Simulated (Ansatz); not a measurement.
# BH₃F (doublet): correlated methods under varied settings at distance B1–H4 along a hydrogen transfer = 1.617 Å

What do other methods and options give for BH₃F (doublet) at this geometry, and how long do they take?

The runs use Ansatz 0.2.0, Gaussian basis; the settings change from run to run.

16 further runs of the same task are left out: 9 for a known fault of the program, 1 for a mislabelled method, 5 that didn't finish, 1 set aside as unsound or not needed.

## 1. What is computed

The geometry derives from fragments relaxed apart (PBE0/def2-TZVP) and kept rigid, so it is no stationary point. A hydrogen atom is moved between rigid fragments.

5 atoms, charge 0, spin multiplicity 2.

Atoms are counted from 1 here; the program's logs count them from 0.

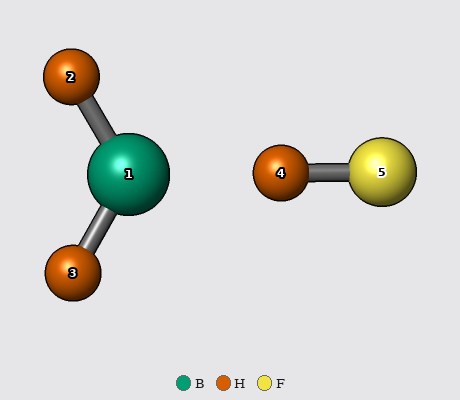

The geometry (boron teal, hydrogen orange, fluorine yellow); atoms are numbered from 1 in the order of the file.

## 2. MP2 on UHF/STO-3G

in.yaml

```yaml
crystal:
  periodic: [false, false, false]
  atoms:
    - {symbol: B, position_ang: [-1.567790, 0.000000, 0.000000]}
    - {symbol: H, position_ang: [-2.164524, 1.033571, 0.000000]}
    - {symbol: H, position_ang: [-2.164524, -1.033571, 0.000000]}
    - {symbol: H, position_ang: [0.049210, 0.000000, 0.000000]}
    - {symbol: F, position_ang: [1.119210, 0.000000, 0.000000]}
basis:
  gaussian: {orbitals: STO-3G}
magnetization: {spin_polarized: true, initial_magnetization: 1}
correlation: {method: mp2, electrons: all}
```

The run is started by

```bash
ansatz run in.yaml --threads 1 --pin off --events-out ev --progress --plain --max-ram 2393MiB
```

Standard output:

```text
Functional definition: HF
  name "HF"
  cite "Fock, Z. Phys. 61, 126 (1930) doi:10.1007/BF01340294"
  parent pbe
  exchange = exact_x
  correlation = 0
168 factors; integrals over basis functions are off by at most 3.5e-5 eV
mean field evaluation 1: about -3370.2610 eV, gradient 1.6e1 eV
mean field evaluation 2: about -3370.2984 eV, gradient 1.6e1 eV
mean field evaluation 4: about -3373.4308 eV, gradient 2.3e0 eV
mean field evaluation 8: about -3373.5529 eV, gradient 3.5e-2 eV
mean field evaluation 16: about -3370.9281 eV, gradient 5.5e-2 eV
mean field evaluation 32: about -3370.9109 eV, gradient 2.0e-5 eV
mean field -3373.55004951 eV, -123.9756776452 hartree, gradient 2.8e-6 eV, S^2 0.800283; 4 other end points of the search recorded, 0 dependent functions left out
reference -3373.55004951 eV, -123.9756776452 hartree; 9, 8 occupied and 4, 5 virtual orbitals, 168 factors
second order -1.19758740 eV of doubles, -0.00000000 eV of singles
Total energy: -3374.74763691 eV, -124.0196881704 hartree
```

Run time: 0.09 s. Hardware: 1 thread of AMD EPYC 9R45, shared host.

From the report: ⟨S²⟩ of the determinant 0.800 (pure doublet: 0.75).

## 3. BCCD(T)/6-31G*

in.yaml, as its differences from that of step 2:

```diff
@@ -9,4 +9,6 @@
 basis:
-  gaussian: {orbitals: STO-3G}
-magnetization: {spin_polarized: true, initial_magnetization: 1}
-correlation: {method: mp2, electrons: all}
+  gaussian: {orbitals: "6-31G*"}
+magnetization: {spin_polarized: false, initial_magnetization: 1}
+hamiltonian: {xc: {name: PBE}}
+correlation: {method: bccd_t, electrons: all}
+output: {forces: true}
```

Launched as before.

Standard output, cut to the lines that bear on the results:

```text
Functional definition: PBE
  name "PBE"
  cite "Perdew, Burke & Ernzerhof, Phys. Rev. Lett. 77, 3865 (1996) doi:10.1103/PhysRevLett.77.3865"
  parent pbe
[...]
360 factors; integrals over basis functions are off by at most 6.4e-4 eV
[...]
mean field -3434.02432475 eV, -126.1980662693 hartree, gradient 2.3e-6 eV, S^2 0.750000; 2 other end points of the search recorded, 0 dependent functions left out
reference -3420.73230740 eV, -125.7095936414 hartree; 9, 8 occupied and 27, 28 virtual orbitals, 360 factors
second order -7.21606563 eV of doubles, -0.45904760 eV of singles
cycle   1  -7.68222064 eV  change   -1.5e-2 eV  update   7.7e-2
[...]
cycle  14  -7.96029599 eV  change   -3.7e-7 eV  update   5.1e-7
perturbative correction -0.11971634 eV, -0.0043994942 hartree
[...]
Total energy: -3428.81231973 eV, -126.0065286176 hartree
Atom 0 at    -1.567790     0.000000     0.000000 Å, force    -1.261058    -0.000000     0.000000 eV/Å
Atom 1 at    -2.164524     1.033571     0.000000 Å, force     0.429827     0.252095     0.000000 eV/Å
Atom 2 at    -2.164524    -1.033571     0.000000 Å, force     0.429827    -0.252095     0.000000 eV/Å
Atom 3 at     0.049210     0.000000     0.000000 Å, force     2.729338     0.000000    -0.000000 eV/Å
Atom 4 at     1.119210     0.000000     0.000000 Å, force    -2.327934     0.000000     0.000000 eV/Å
Dipole moment:    -0.648026     0.000000    -0.000000 e Å
```

Run time: 2.9 s. Hardware: 1 thread of AMD EPYC 9R45, shared host.

From the report: correlation -8.0800 eV; largest double amplitude 0.04.

## 4. MP2 on UHF/cc-pVDZ

in.yaml, as its differences from that of step 3:

```diff
@@ -9,6 +9,5 @@
 basis:
-  gaussian: {orbitals: "6-31G*"}
-magnetization: {spin_polarized: false, initial_magnetization: 1}
-hamiltonian: {xc: {name: PBE}}
-correlation: {method: bccd_t, electrons: all}
+  gaussian: {orbitals: cc-pVDZ}
+magnetization: {spin_polarized: true, initial_magnetization: 1}
+correlation: {method: mp2, electrons: all}
 output: {forces: true}
```

The command is unchanged.

Standard output, cut to the lines that bear on the results:

```text
Functional definition: HF
  name "HF"
  cite "Fock, Z. Phys. 61, 126 (1930) doi:10.1007/BF01340294"
  parent pbe
[...]
388 factors; integrals over basis functions are off by at most 1.7e-3 eV
[...]
mean field -3421.83100816 eV, -125.7499701495 hartree, gradient 3.5e-6 eV, S^2 0.765405; 0 other end points of the search recorded, 0 dependent functions left out
reference -3421.83100816 eV, -125.7499701495 hartree; 9, 8 occupied and 34, 35 virtual orbitals, 388 factors
second order -7.66962044 eV of doubles, -0.00000000 eV of singles
[...]
Total energy: -3429.50062860 eV, -126.0318235021 hartree
Atom 0 at    -1.567790     0.000000     0.000000 Å, force    -1.156447     0.000000    -0.000000 eV/Å
Atom 1 at    -2.164524     1.033571     0.000000 Å, force     0.380419     0.398252     0.000000 eV/Å
Atom 2 at    -2.164524    -1.033571     0.000000 Å, force     0.380419    -0.398252     0.000000 eV/Å
Atom 3 at     0.049210     0.000000     0.000000 Å, force     3.588649    -0.000000    -0.000000 eV/Å
Atom 4 at     1.119210     0.000000     0.000000 Å, force    -3.193040     0.000000    -0.000000 eV/Å
Dipole moment:    -0.645955    -0.000000     0.000000 e Å
```

Wall time 0.21 s (1 thread of AMD EPYC 9R45, shared host).

From the report: ⟨S²⟩ of the determinant 0.765 (pure doublet: 0.75).

## 5. HF/cc-pVDZ

in.yaml, as its differences from that of step 4:

```diff
@@ -10,4 +10,5 @@
   gaussian: {orbitals: cc-pVDZ}
-magnetization: {spin_polarized: true, initial_magnetization: 1}
-correlation: {method: mp2, electrons: all}
-output: {forces: true}
+magnetization: {spin_polarized: false, initial_magnetization: 1}
+hamiltonian: {xc: hf}
+scf: {lower_state_search: off}
+output: {orbitals: {seedname: orbitals}}
```

The command is unchanged.

Standard output:

```text
Functional definition: HF
  name "HF"
  cite "Fock, Z. Phys. 61, 126 (1930) doi:10.1007/BF01340294"
  parent pbe
  exchange = exact_x
  correlation = 0
these checks for a lower state are left out or cut short: stability, starts, cluster_reference, orbital_swaps, neighbouring_geometries, increment
388 factors; integrals over basis functions are off by at most 1.7e-3 eV
mean field evaluation 1: about -3419.5966 eV, gradient 2.7e1 eV
mean field evaluation 2: about -3419.6131 eV, gradient 2.7e1 eV
mean field evaluation 4: about -3421.6626 eV, gradient 2.1e0 eV
mean field evaluation 8: about -3421.7103 eV, gradient 1.4e-1 eV
mean field evaluation 16: about -3421.7106 eV, gradient 1.5e-6 eV
mean field -3421.71055232 eV, -125.7455434790 hartree, gradient 1.5e-6 eV, S^2 0.750000; 0 other end points of the search recorded, 0 dependent functions left out
reference -3421.71055232 eV, -125.7455434790 hartree; 9, 8 occupied and 34, 35 virtual orbitals, 388 factors
Total energy: -3421.71055232 eV, -125.7455434790 hartree
Checks for a lower state left out: stability, starts, cluster_reference, orbital_swaps, neighbouring_geometries, increment
```

Run time: 0.09 s. Hardware: 1 thread of AMD EPYC 9R45, shared host.

## 6. BCCD(T) on ROHF/cc-pVDZ

in.yaml, as its differences from that of step 5:

```diff
@@ -11,4 +11,4 @@
 magnetization: {spin_polarized: false, initial_magnetization: 1}
-hamiltonian: {xc: hf}
-scf: {lower_state_search: off}
-output: {orbitals: {seedname: orbitals}}
+hamiltonian: {pseudopotentials: {relativity: none}}
+correlation: {method: bccd_t, electrons: all}
+output: {forces: true}
```

The command is unchanged.

Standard output, cut to the lines that bear on the results:

```text
Functional definition: HF
  name "HF"
  cite "Fock, Z. Phys. 61, 126 (1930) doi:10.1007/BF01340294"
  parent pbe
[...]
388 factors; integrals over basis functions are off by at most 1.7e-3 eV
[...]
mean field -3421.71055232 eV, -125.7455434790 hartree, gradient 1.5e-6 eV, S^2 0.750000; 1 other end points of the search recorded, 0 dependent functions left out
determinant -3421.71055232 eV, -125.7455434790 hartree, with singles and doubles -3430.17175846 eV, -126.0564870694 hartree
determinant -3419.02810024 eV, -125.6469651834 hartree, with singles and doubles -3427.85784005 eV, -125.9714521363 hartree
reference -3421.71055232 eV, -125.7455434790 hartree; 9, 8 occupied and 34, 35 virtual orbitals, 388 factors
second order -7.76077537 eV of doubles, -0.05460891 eV of singles
cycle   1  -8.45492206 eV  change    6.3e-3 eV  update   8.9e-3
[...]
cycle  11  -8.45197419 eV  change    7.3e-7 eV  update   8.0e-7
perturbative correction -0.13358215 eV, -0.0049090534 hartree
[...]
Total energy: -3430.29610866 eV, -126.0610568551 hartree
Atom 0 at    -1.567790     0.000000     0.000000 Å, force    -0.865380    -0.000000    -0.000000 eV/Å
Atom 1 at    -2.164524     1.033571     0.000000 Å, force     0.291138     0.508172    -0.000000 eV/Å
Atom 2 at    -2.164524    -1.033571     0.000000 Å, force     0.291138    -0.508172    -0.000000 eV/Å
Atom 3 at     0.049210     0.000000     0.000000 Å, force     3.100492    -0.000000     0.000000 eV/Å
Atom 4 at     1.119210     0.000000     0.000000 Å, force    -2.817387    -0.000000     0.000000 eV/Å
Dipole moment:    -0.610775    -0.000000    -0.000000 e Å
```

Wall time 3.9 s (1 thread of AMD EPYC 9R45, shared host).

From the report: correlation -8.5856 eV; largest double amplitude 0.04.

## 7. CCSD(T) on ROHF/cc-pVDZ

in.yaml, as its differences from that of step 6:

```diff
@@ -11,4 +11,2 @@
 magnetization: {spin_polarized: false, initial_magnetization: 1}
-hamiltonian: {pseudopotentials: {relativity: none}}
-correlation: {method: bccd_t, electrons: all}
-output: {forces: true}
+correlation: {method: ccsd_t, electrons: valence, diis_vectors: 2}
```

The command is unchanged.

Standard output, cut to the lines that bear on the results:

```text
Functional definition: HF
  name "HF"
  cite "Fock, Z. Phys. 61, 126 (1930) doi:10.1007/BF01340294"
  parent pbe
[...]
388 factors; integrals over basis functions are off by at most 1.7e-3 eV
[...]
mean field -3421.71055232 eV, -125.7455434790 hartree, gradient 1.5e-6 eV, S^2 0.750000; 1 other end points of the search recorded, 0 dependent functions left out
determinant -3421.71055232 eV, -125.7455434790 hartree, with singles and doubles -3430.07986904 eV, -126.0531101957 hartree
determinant -3419.02810024 eV, -125.6469651834 hartree, with singles and doubles -3427.76517424 eV, -125.9680467305 hartree
2 core orbitals not correlated: weight in the atoms' cores, before any rotation towards them, 1.000 or more for the frozen orbitals, at most 0.000 for the correlated occupied ones
reference -3421.71055232 eV, -125.7455434790 hartree; 7, 6 occupied and 34, 35 virtual orbitals, 388 factors
second order -7.66058536 eV of doubles, -0.05440996 eV of singles
cycle   1  -8.36963905 eV  change   -3.2e-4 eV  update   9.0e-4
[...]
cycle   7  -8.36983033 eV  change   -1.3e-5 eV  update   6.4e-6
perturbative correction -0.12155254 eV, -0.0044669733 hartree
Total energy: -3430.20193518 eV, -126.0575960435 hartree
```

Wall time 0.84 s (1 thread of AMD EPYC 9R45, shared host).

From the report: correlation -8.4914 eV; T1 0.019; largest double amplitude 0.04.

## 8. CISD/def2-mTZVP

in.yaml, as its differences from that of step 7:

```diff
@@ -9,4 +9,4 @@
 basis:
-  gaussian: {orbitals: cc-pVDZ}
+  gaussian: {orbitals: def2-mTZVP}
 magnetization: {spin_polarized: false, initial_magnetization: 1}
-correlation: {method: ccsd_t, electrons: valence, diis_vectors: 2}
+correlation: {active_space: {ras: {orbitals: [6, 1, 38], electrons: 13, max_holes: 2, max_particles: 2}, fixed_orbitals: true}}
```

Launched as before.

Standard output:

```text
Functional definition: HF
  name "HF"
  cite "Fock, Z. Phys. 61, 126 (1930) doi:10.1007/BF01340294"
  parent pbe
  exchange = exact_x
  correlation = 0
430 factors; integrals over basis functions are off by at most 1.4e-3 eV
mean field evaluation 1: about -3420.6041 eV, gradient 2.8e1 eV
mean field evaluation 2: about -3420.6030 eV, gradient 2.8e1 eV
mean field evaluation 4: about -3422.7244 eV, gradient 2.2e0 eV
mean field evaluation 8: about -3422.7692 eV, gradient 1.4e-1 eV
mean field -3422.76941734 eV, -125.7844560510 hartree, gradient 4.9e-6 eV, S^2 0.750000; 0 other end points of the search recorded, 0 dependent functions left out
reference -3422.76941734 eV, -125.7844560510 hartree; 9, 8 occupied and 38, 39 virtual orbitals, 430 factors
state -3430.26291900 eV, -126.0598371575 hartree
Total energy: -3430.26291900 eV, -126.0598371575 hartree
```

It took 2 s on 1 thread of AMD EPYC 9R45, shared host.

From the report: 38,368 determinants.

## 9. CCSD(T) on ROHF/def2-SVP

in.yaml, as its differences from that of step 8:

```diff
@@ -9,4 +9,5 @@
 basis:
-  gaussian: {orbitals: def2-mTZVP}
+  gaussian: {orbitals: def2-SVP}
 magnetization: {spin_polarized: false, initial_magnetization: 1}
-correlation: {active_space: {ras: {orbitals: [6, 1, 38], electrons: 13, max_holes: 2, max_particles: 2}, fixed_orbitals: true}}
+correlation: {method: ccsd_t, electrons: outside_noble_gas}
+output: {forces: true}
```

Same command.

Standard output, cut to the lines that bear on the results:

```text
Functional definition: HF
  name "HF"
  cite "Fock, Z. Phys. 61, 126 (1930) doi:10.1007/BF01340294"
  parent pbe
[...]
430 factors; integrals over basis functions are off by at most 1.8e-3 eV
[...]
mean field -3418.71802899 eV, -125.6355702749 hartree, gradient 6.8e-6 eV, S^2 0.750000; 1 other end points of the search recorded, 0 dependent functions left out
determinant -3418.71802899 eV, -125.6355702749 hartree, with singles and doubles -3427.00981637 eV, -125.9402878408 hartree
determinant -3416.02778931 eV, -125.5367057902 hartree, with singles and doubles -3424.67259111 eV, -125.8543963968 hartree
2 core orbitals not correlated: weight in the atoms' cores, before any rotation towards them, 1.000 or more for the frozen orbitals, at most 0.000 for the correlated occupied ones
reference -3418.71802899 eV, -125.6355702749 hartree; 7, 6 occupied and 34, 35 virtual orbitals, 430 factors
second order -7.60432513 eV of doubles, -0.05380618 eV of singles
cycle   1  -8.29200324 eV  change   -2.2e-4 eV  update   8.7e-4
[...]
cycle   9  -8.29214235 eV  change    1.7e-6 eV  update   5.8e-7
perturbative correction -0.11527535 eV, -0.0042362911 hartree
[...]
Total energy: -3427.12544669 eV, -125.9445371768 hartree
Atom 0 at    -1.567790     0.000000     0.000000 Å, force    -0.955116     0.000000    -0.000000 eV/Å
Atom 1 at    -2.164524     1.033571     0.000000 Å, force     0.333593     0.440345     0.000000 eV/Å
Atom 2 at    -2.164524    -1.033571     0.000000 Å, force     0.333593    -0.440345    -0.000000 eV/Å
Atom 3 at     0.049210     0.000000     0.000000 Å, force     3.138227     0.000000     0.000000 eV/Å
Atom 4 at     1.119210     0.000000     0.000000 Å, force    -2.850298     0.000000     0.000000 eV/Å
Dipole moment:    -0.629778    -0.000000    -0.000000 e Å
```

Run time: 2.1 s. Hardware: 1 thread of AMD EPYC 9R45, shared host.

From the report: correlation -8.4074 eV; T1 0.018; largest double amplitude 0.04.

## 10. All runs side by side

Where basis and cores are those of an earlier UCCSDT(Q)/cc-pVDZ run (-3430.2342 eV), and the state is the same kind, the miss against it is given.

| level | correlated | functions | energy (eV) | from UCCSDT(Q) (meV) | time |
| --- | --- | --- | --- | --- | --- |
| MP2 on UHF/STO-3G | all | 13 | -3374.7476 |  | 0.09 s |
| BCCD(T)/6-31G* (on PBE orbitals) | all | 36 | -3428.8123 |  | 2.9 s |
| MP2 on UHF/cc-pVDZ | all | 43 | -3429.5006 |  | 0.21 s |
| HF/cc-pVDZ |  | 43 | -3421.7106 | 8523.7 | 0.09 s |
| BCCD(T) on ROHF/cc-pVDZ | all | 43 | -3430.2961 |  | 3.9 s |
| CCSD(T) on ROHF/cc-pVDZ | valence | 43 | -3430.2019 | 32.3 | 0.84 s |
| CISD/def2-mTZVP | outside noble gas | 47 | -3430.2629 |  | 2 s |
| CCSD(T) on ROHF/def2-SVP | outside noble gas | 43 | -3427.1254 |  | 2.1 s |

## 11. Results

| quantity | value |
| --- | --- |
| runs | 8 |
| quickest | MP2 on UHF/STO-3G, 0.09 s |
| slowest | BCCD(T) on ROHF/cc-pVDZ, 3.9 s |

Total energies in different bases, with other cores or another treatment of relativity can't be set against each other. BCCD(T) on ROHF/cc-pVDZ took 43 times as long as MP2 on UHF/STO-3G; the jobs differ in more than the method. Hartree-Fock, CASSCF and CASCI lack dynamic correlation by design.
